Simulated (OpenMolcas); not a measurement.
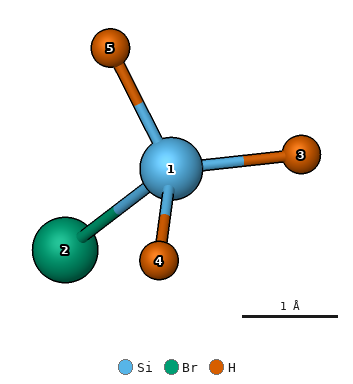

Figure 1. The structure as given in the input (ball-and-stick view, seen at a tilt; atoms are numbered from 1 in the order of the input). Bond lengths as drawn: Br–Si 2.21 Å and H–Si 1.45 Å.

Run report: SiH3Br, excited-state calculation (part 1 of 4)

System: SiH3Br.
Method: CASPT2/ANO-S-VDZP (OpenMolcas 26.06).

The geometry comes from this level: GFN2-xTB.

## Input file
```
&GATEWAY
 Coord
 5
 bohr
 Si    -0.35209377     0.13447291    -0.10578687
 Br     3.41284538    -1.30005598     1.00331229
 H     -1.95099105    -0.21726181     2.10099751
 H     -1.12882790    -1.39652650    -2.24987013
 H      0.01906734     2.77939029    -0.74865280
 Basis = ANO-S-VDZP
 Group = NoSym
 RICD

&SEWARD

&RASSCF
 FileOrb = $CurrDir/step2.RasOrb
 Spin = 1
 Nactel = 6 0 0
 Inactive = 23
 Ras2 = 6
 CIRoot = 3 3 1
 OrbListing = Nothing

&CASPT2
 Multistate = all
 Imaginary = 0.2

&RASSI
 NrOfJobIphs = 1 all
 IphNames
 JOBMIX
 EJob
```

Run on 1 thread of Arm Neoverse V1, 24 GiB of memory available, shared host.

Launch command:
```bash
export MOLCAS_MEM=1860
pymolcas step3.inp > step3.log
```

## The program's output
```
--- Start Module: gateway ---

                                              &GATEWAY

                       available to each process: 1.9 GB of memory, 1 thread

++    Symmetry information:
      ---------------------

                    Character Table for C1

                             E
                    a        1  x, y, xy, Rz, z, xz, Ry, yz, Rx, I
--

++    Basis set information:
      ----------------------

      Basis set label: SI.ANO-S...4S3P1D.

      Electronic valence basis set:
      ------------------
      Associated Effective Charge  14.000000 au
      Associated Actual Charge     14.000000 au
      Nuclear Model: Point charge

      Shell  nPrim  nBasis  Cartesian Spherical Contaminant
         s      13       4        X
         p      10       3        X
         d       4       1                 X

      Basis set label: BR.ANO-S...5S4P2D.

      Electronic valence basis set:
      ------------------
      Associated Effective Charge  35.000000 au
      Associated Actual Charge     35.000000 au
      Nuclear Model: Point charge

      Shell  nPrim  nBasis  Cartesian Spherical Contaminant
         s      17       5        X
         p      15       4        X
         d       9       2                 X

      Basis set label: H.ANO-S...2S1P.

      Electronic valence basis set:
      ------------------
      Associated Effective Charge   1.000000 au
      Associated Actual Charge      1.000000 au
      Nuclear Model: Point charge

      Shell  nPrim  nBasis  Cartesian Spherical Contaminant
         s       7       2        X
         p       3       1        X
--

++    Molecular structure info:
      -------------------------

                    ************************************************
                    **** Cartesian Coordinates / bohr, angstrom ****
                    ************************************************

     Center  Label                x              y              z                     x              y              z
        1      SI1             -0.352094       0.134473      -0.105787             -0.186320       0.071160      -0.055980
        2      BR2              3.412845      -1.300056       1.003312              1.806000      -0.687960       0.530930
        3      H3              -1.950991      -0.217262       2.100998             -1.032420      -0.114970       1.111800
        4      H4              -1.128828      -1.396527      -2.249870             -0.597350      -0.739010      -1.190580
        5      H5               0.019067       2.779390      -0.748653              0.010090       1.470790      -0.396170

                    ***************************************
                    *    InterNuclear Distances / bohr    *
                    ***************************************

               1 SI1           2 BR2           3 H3            4 H4            5 H5
    1 SI1      0.000000
    2 BR2      4.178844        0.000000
    3 H3       2.747742        5.581048        0.000000
    4 H4       2.746701        5.587423        4.582212        0.000000
    5 H5       2.747112        5.588291        4.580563        4.583623        0.000000

                    *******************************************
                    *    InterNuclear Distances / angstrom    *
                    *******************************************

               1 SI1           2 BR2           3 H3            4 H4            5 H5
    1 SI1      0.000000
    2 BR2      2.211349        0.000000
    3 H3       1.454043        2.953363        0.000000
    4 H4       1.453492        2.956737        2.424802        0.000000
    5 H5       1.453709        2.957196        2.423930        2.425549        0.000000

                    **************************************
                    *    Valence Bond Angles / degree    *
                    **************************************
                          Atom centers                 Phi
                      3 H3       1 SI1      4 H4       113.02
                      3 H3       1 SI1      5 H5       112.94
                      4 H4       1 SI1      5 H5       113.09
--

            Nuclear Potential Energy            151.99877672 au

--- Stop Module: gateway /rc=_RC_ALL_IS_WELL_ ---
--- Module gateway spent 1 second ---

--- Start Module: seward ---

                                              &SEWARD

                       available to each process: 1.9 GB of memory, 1 thread

               SEWARD will generate:
                  Multipole Moment integrals up to order  2
                  Kinetic Energy integrals
                  Nuclear Attraction integrals (point charge)
                  One-Electron Hamiltonian integrals
                  Velocity integrals
                  Orbital angular momentum around (  2.3326  -0.8885   0.6852 )
                  Velocity quadrupole around (  2.3326  -0.8885   0.6852 )
                  RI decomposed two-electron repulsion integrals stored Cholesky style
                   - acCD auxiliary basis
                   - CD Threshold:   1.00E-04

                   Integrals are discarded if absolute value <: 1.00E-14
                   Integral cutoff threshold is set to       <: 1.00E-16

            Nuclear Potential Energy            151.99877672 au

      Basis set specifications :
      Symmetry species         a
      Basis functions           60

--- Stop Module: seward /rc=_RC_ALL_IS_WELL_ ---
--- Module seward spent 1 second ---

--- Start Module: rasscf ---

                                              &RASSCF

                       available to each process: 1.9 GB of memory, 1 thread

      Header of the ONEINT file:
      --------------------------

      OrdInt status: non-squared

      Cartesian coordinates in angstrom:
      -----------------------------------------------------
      No.  Label        X            Y            Z
      -----------------------------------------------------
       1   SI1       -0.18632000   0.07116000  -0.05598000
       2   BR2        1.80600000  -0.68796000   0.53093000
       3   H3        -1.03242000  -0.11497000   1.11180000
       4   H4        -0.59735000  -0.73901000  -1.19058000
       5   H5         0.01009000   1.47079000  -0.39617000
      -----------------------------------------------------
      Nuclear repulsion energy =  151.99877672

++    Wave function specifications:
      -----------------------------

      Number of closed shell electrons          46
      Number of electrons in active shells       6
      Max number of holes in RAS1 space          0
      Max nr of electrons in RAS3 space          0
      Number of inactive orbitals               23
      Number of active orbitals                  6
      Number of secondary orbitals              31
      Spin quantum number                      0.0
      State symmetry                             1
--

++    Orbital specifications:
      -----------------------

      Symmetry species                           1
                                                 a
      Frozen orbitals                            0
      Inactive orbitals                         23
      Active orbitals                            6
      RAS1 orbitals                              0
      RAS2 orbitals                              6
      RAS3 orbitals                              0
      Secondary orbitals                        31
      Deleted orbitals                           0
      Number of basis functions                 60
--

++    CI expansion specifications:
      ----------------------------

      Number of CSFs                           175
      Number of spin combinations              210
      Number of determinants                   400
      Number of root(s) required                 3
      Root chosen for geometry opt.              3
      CI roots used                              1     2     3
      weights                                0.333 0.333 0.333
      highest root included in the CI            3
      max. size of the explicit Hamiltonian    175
--

++    Optimization specifications:
      ----------------------------

      RASSCF algorithm: LK RI/DF
      Maximum number of macro iterations       200
      Maximum number of SX iterations          100
      Threshold for RASSCF energy            1.000E-08
      Threshold for max MO rotation          1.000E-01
      Threshold for max BLB element          1.000E-04
      Level shift parameter                  5.000E-01
      Make Quasi-Newton update
--

      The MO-coefficients are taken from the file:
      step2.RasOrb
      Title: RASSCF average (pseudo-natural) orbitals

      Total molecular charge    0.00

      ************************************************************************************************************************
      *                                            Wave function control section                                             *
      ************************************************************************************************************************

                                         RASSCF iterations: Energy and convergence statistics
                                         ----------------------------------------------------

          iter iter root      energy       change     param      element    value   shift minimum  type update hh:mm:ss
 Nr of preliminary CI iterations:   1
      Total energies have been shifted. Add                -2000.00 au
        1   1    4    0  -863.01082053    0.00E+00   2.87E-05   27  30 1  6.12E-06   0.26   0.00    SX    NO    0:00:00
        2   1    3    0  -863.01082053   -6.66E-10   1.79E-05   27  30 1  5.18E-06   0.26   0.00    SX    NO    0:00:00
        3   1    3    0  -863.01082053   -2.18E-10   1.27E-05   27  30 1  4.41E-06   0.26   0.00    SX    NO    0:00:00
        4   1    3    0  -863.01082053   -1.68E-10   1.08E-05   27  30 1  3.75E-06   0.26   0.00    SX    NO    0:00:00
      Convergence after  4 iterations
        5   1    3    0  -863.01082053   -1.24E-10   1.08E-05   27  30 1  3.20E-06   0.26   0.00    SX    NO    0:00:00

      ************************************************************************************************************************
                                                      Wave function printout:
                       occupation of active orbitals, and spin coupling of open shells (u,d: Spin up or down)
      ************************************************************************************************************************

      Note: transformation to natural orbitals
      has been made, which may change the order of the CSFs.

      printout of CI-coefficients larger than  0.05 for root  1
      energy=   -2863.186057
      conf/sym  111111     Coeff  Weight
             1  222000  -0.98731 0.97479
             8  u22d00   0.07777 0.00605
            55  uu20dd  -0.07140 0.00510

      printout of CI-coefficients larger than  0.05 for root  2
      energy=   -2862.927441
      conf/sym  111111     Coeff  Weight
             2  22ud00  -0.99087 0.98183
            23  u2d200  -0.05305 0.00281
            94  02ud02   0.05239 0.00275
           156  uuuddd  -0.06036 0.00364

      printout of CI-coefficients larger than  0.05 for root  3
      energy=   -2862.918964
      conf/sym  111111     Coeff  Weight
             5  2u2d00   0.99279 0.98563
            35  ud2200   0.05398 0.00291
           108  u02udd   0.05652 0.00319
           118  0u2d02  -0.05585 0.00312

      Natural orbitals and occupation numbers for root  1
      sym 1:   1.979003   1.986140   1.999596   0.001144   0.014353   0.019764

      Natural orbitals and occupation numbers for root  2
      sym 1:   1.983502   1.986821   0.998793   1.002067   0.014069   0.014747

      Natural orbitals and occupation numbers for root  3
      sym 1:   1.983637   0.996951   1.999724   1.000613   0.008077   0.010998

      ************************************************************************************************************************
      *                                                    Final results                                                     *
      ************************************************************************************************************************

++    Final optimization conditions:
      ------------------------------

      Average CI energy                           -2863.01082053
      RASSCF energy for state  3                  -2862.91896447
      Super-CI energy                                -0.00000000
      RASSCF energy change                           -0.00000000
      Max change in MO coefficients              -1.266E-05
      Max non-diagonal density matrix element     1.079E-05
      Maximum BLB matrix element                  3.205E-06
      (orbital pair  27,  30 in symmetry   1)
      Norm of electronic gradient            9.123E-02
--

      Final state energy(ies):
      ------------------------

::    RASSCF root number  1 Total energy:  -2863.18605650
::    RASSCF root number  2 Total energy:  -2862.92744061
::    RASSCF root number  3 Total energy:  -2862.91896447
      Von Neumann Entropy (Root   1) =  0.14842

      Mulliken population analysis for root number:  1
      -----------------------------------------------

++    Molecular charges:
      ------------------

      Mulliken charges per centre
      ---------------------------

                SI1     BR2     H3      H4      H5
      Total   13.6253 35.3202  1.0183  1.0180  1.0181

      N-E      0.3747 -0.3202 -0.0183 -0.0180 -0.0181

      Total electronic charge=   52.000000

      Total            charge=   -0.000000
--

      Expectation values of various properties for root number:  1
      -----------------------------------------------------------

++    Molecular properties:
      ---------------------

      Charge (e):
                      =   -0.0000
      Dipole Moment (debye):
      Origin of the operator (angstrom)=    1.2344   -0.4702    0.3626
                   X= -2.4620E+00               Y=  9.4069E-01               Z= -7.3590E-01           Total=  2.7364E+00
      Quadrupole Moment (debye*angstrom):
      Origin of the operator (angstrom)=    1.2344   -0.4702    0.3626
                  XX= -2.8764E+01              XY= -1.9091E+00              XZ=  1.4660E+00              YY= -3.3059E+01
                  YZ= -5.7683E-01              ZZ= -3.3323E+01
      In traceless form (debye*angstrom)
                  XX=  4.4269E+00              XY= -2.8637E+00              XZ=  2.1989E+00              YY= -2.0159E+00
                  YZ= -8.6524E-01              ZZ= -2.4110E+00
--

      LoProp population analysis for root number:  1
      -----------------------------------------------

++    LoProp analysis:
      ----------------

++    Static properties:
      ------------------

      LoProp Charges per center

                   SI1      BR2      H3       H4       H5
      Nuclear     14.0000  35.0000   1.0000   1.0000   1.0000
      Electronic -13.3007 -35.3402  -1.1187  -1.1204  -1.1199

      Total        0.6993  -0.3402  -0.1187  -0.1204  -0.1199
--

      Natural Bond Order analysis for root number:  1
```
